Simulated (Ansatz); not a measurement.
# CaO: pressure series

Base system: CaO in the rock salt structure (space group Fm-3m, No. 225; a = 4.8308 Å).

Cell and atoms are relaxed at each pressure.

The values are results of PBE (Ansatz, a first-principles code), no SOC, not measurements.

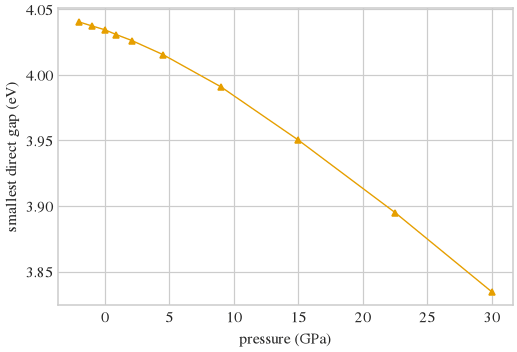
Figure: Smallest direct gap against pressure

```
pressure (GPa)  smallest direct gap
--------------  -------------------
-2                          4.04 eV
-1                          4.04 eV
0.9                         4.03 eV
2.1                         4.03 eV
4.5                         4.02 eV
9                           3.99 eV
15                          3.95 eV
22.5                        3.89 eV
30                          3.83 eV
```

Load acts through the strain it causes; cell and atoms are relaxed under it. Whether these cells are dynamically stable was not tested. No other phases were tried under pressure.
